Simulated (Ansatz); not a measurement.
**AlH3O (AlH2(OH)): levels of theory compared**

Aim: a comparison of 6 runs (BLYP/STO-3G, PBE0/STO-3G, revPBE/STO-3G, RPA@PBE/STO-3G, UMP2/STO-3G, CCSDT/STO-3G) of AlH3O (AlH2(OH)). 

Program for the calculation: Ansatz 0.2.0.

56 further runs of the same task are left out: 56 set aside as unsound or not needed.

### 1 The molecule

AlH3O: 5 atoms, total charge 0, spin state singlet. SMILES: `[H][Al]([H])[OH]`. The H2–Al1 distance was set to 3.829 Å, away from the relaxed value. At this shape a bond of the SMILES string is far longer than usual.

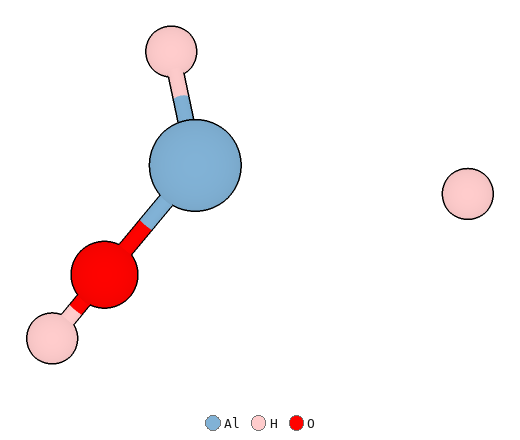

Viewed from a chosen angle; aluminium light blue, hydrogen pink, oxygen red.

### 2 The energy at BLYP/STO-3G (run 1)

input.yaml reads:

```yaml
crystal:
  periodic: [false, false, false]
  atoms:
    - {symbol: Al, position_ang: [-2.019009, 0.501954, 0.058892]}
    - {symbol: H, position_ang: [1.798980, 0.417230, -0.221380]}
    - {symbol: H, position_ang: [-2.771799, 1.819844, -0.143648]}
    - {symbol: O, position_ang: [-2.846229, -0.869196, 0.394822]}
    - {symbol: H, position_ang: [-3.325059, -1.666496, 0.583962]}
basis:
  gaussian:
    orbitals: STO-3G
accuracy: high
hamiltonian:
  xc: {name: BLYP}
```

Launch:

```console
ansatz run input.yaml --threads 1 --pin off --max-ram 2610MiB --events-out events.jsonl --progress --plain --runs-dir runs
```

What it wrote:

```text
Warning: RAYON_NUM_THREADS=1 ignored (pool sized by the plan → 1); use --threads N
Functional definition: BLYP
  name "BLYP"
  parameter beta = 0.0042
  parameter a = 0.04918
  parameter b = 0.132
  parameter c = 0.2533
  parameter d = 0.349
  exchange = b88_x(beta = beta)
  correlation = lyp_c(a = a, b = b, c = c, d = d)
279 factors; integrals over basis functions are off by at most 4.0e-9 eV
mean field evaluation 1: about -8566.2768 eV, gradient 3.2e1 eV
mean field evaluation 2: about -8527.8867 eV, gradient 1.0e2 eV
mean field evaluation 4: about -8569.3951 eV, gradient 1.4e1 eV
mean field evaluation 8: about -8576.0513 eV, gradient 2.2e0 eV
mean field evaluation 16: about -8576.0490 eV, gradient 2.5e-8 eV
mean field -8576.04897995 eV, -315.1639869583 hartree, gradient 6.4e-8 eV, S^2 0.000000; 0 other end points of the search recorded, 0 dependent functions left out
reference -8576.04902389 eV, -315.1639885733 hartree; 12, 12 occupied and 5, 5 virtual orbitals, 279 factors
Total energy: -8576.04902389 eV, -315.1639885733 hartree
```

Wall time 1.1 s (1 thread of Intel Xeon Platinum 8259CL at 2.50GHz (Skylake/Cascade Lake), shared host); peak memory 0.11 GiB.

### 3 A single-point energy at PBE0/STO-3G (run 2)

Changes to input.yaml since step 2:

```diff
@@ -11,4 +11,4 @@
     orbitals: STO-3G
+hamiltonian:
+  xc: {name: PBE0}
 accuracy: high
-hamiltonian:
-  xc: {name: BLYP}
```

Launch:

```console
ansatz run input.yaml --threads 1 --pin off --max-ram 2610MiB --events-out events.jsonl --progress --plain --runs-dir runs
```

What it wrote:

```text
Warning: RAYON_NUM_THREADS=1 ignored (pool sized by the plan → 1); use --threads N
Functional definition: PBE0
  name "PBE0"
  parameter a = 0.25
  parameter kappa = 0.804
  parameter beta = 0.06672455060314922
  exchange = (1 - a)*pbe_x(kappa = kappa, mu = beta*pi^2/3) + a*exact_x
  correlation = pbe_c(beta = beta)
279 factors; integrals over basis functions are off by at most 4.0e-9 eV
mean field evaluation 1: about -8563.5177 eV, gradient 2.7e1 eV
mean field evaluation 2: about -8547.4759 eV, gradient 5.8e1 eV
mean field evaluation 4: about -8565.7911 eV, gradient 1.1e1 eV
mean field evaluation 8: about -8560.3720 eV, gradient 2.2e1 eV
mean field evaluation 16: about -8571.4169 eV, gradient 5.9e-4 eV
mean field -8571.41690359 eV, -314.9937612919 hartree, gradient 9.8e-9 eV, S^2 0.000000; 0 other end points of the search recorded, 0 dependent functions left out
reference -8571.41690529 eV, -314.9937613543 hartree; 12, 12 occupied and 5, 5 virtual orbitals, 279 factors
Total energy: -8571.41690529 eV, -314.9937613543 hartree
```

Run time: 1.6 s. Hardware: 1 thread of Intel Xeon Platinum 8259CL at 2.50GHz (Skylake/Cascade Lake), shared host; peak memory 0.11 GiB.

Runs 3 to 5 aren't shown in full; the table further down has their settings and results.

### 4 The energy at CCSDT/STO-3G (run 6)

in.yaml reads:

```yaml
crystal:
  periodic: [false, false, false]
  atoms:
    - {symbol: Al, position_ang: [-2.019009, 0.501954, 0.058892]}
    - {symbol: H, position_ang: [1.798980, 0.417230, -0.221380]}
    - {symbol: H, position_ang: [-2.771799, 1.819844, -0.143648]}
    - {symbol: O, position_ang: [-2.846229, -0.869196, 0.394822]}
    - {symbol: H, position_ang: [-3.325059, -1.666496, 0.583962]}
basis:
  gaussian: {orbitals: STO-3G}
correlation: {method: ccsdt, frozen_orbitals: {Al: 5, H: 0, O: 1}}
scf: {omitted_lower_state_checks: [cluster_reference, increment]}
accuracy: high
```

Launch:

```console
ansatz run in.yaml --threads 1 --pin off --max-ram 2610MiB --events-out events.jsonl --progress --plain --runs-dir runs
```

What it wrote:

```text
Warning: RAYON_NUM_THREADS=1 ignored (pool sized by the plan → 1); use --threads N
[... 12 lines left out ...]
6 core orbitals not correlated: weight in the atoms' cores, before any rotation towards them, 1.000 or more for the frozen orbitals, at most 0.000 for the correlated occupied ones
[... 38 lines left out ...]
WARN: these amplitudes may be one of several solutions (largest doubles amplitude 1.02, level shift 11.36 eV)
Total energy: -8557.39306796 eV, -314.4783948383 hartree
Checks for a lower state left out: cluster_reference, increment
```

It took 0.51 s on 1 thread of Intel Xeon Platinum 8259CL at 2.50GHz (Skylake/Cascade Lake), shared host.

### 5 The series

```tsv
run	level	frozen core orbitals	energy (Eh)	wall time
1	BLYP/STO-3G	–	-315.163989	1.1 s
2	PBE0/STO-3G	–	-314.993761	1.6 s
3	revPBE/STO-3G	–	-315.142679	1.2 s
4	RPA@PBE/STO-3G	6	-314.509804	2.9 s
5	UMP2/STO-3G	6	-314.458806	0.69 s
6	CCSDT/STO-3G	6	-314.478395	0.51 s
```

### 6 Summary of results

| quantity | value |
| --- | --- |
| run 6: total energy | -314.47839 Eh |
| run 6: correlation energy (6 core orbitals frozen) | -254.2 mEh |
| run 6: T1 diagnostic | 0.101 |

**Reading.** Totals of different functionals can't be ranked against each other. In runs 4, 6 the log says that unrestricted orbitals would lower the reference, so the values rest on an unstable closed-shell determinant (other closed-shell runs at this shape may share the fault). In runs 1, 2, 3, 4, 5, 6 the basis is minimal, so the values are rough. Spin contamination of the reference: run 5 ⟨S²⟩ = 1.01. Where it is this large, the reference is a mixture of spin states, and values that rest on it are in doubt. All runs together took 8.1 s, the longest 2.9 s.
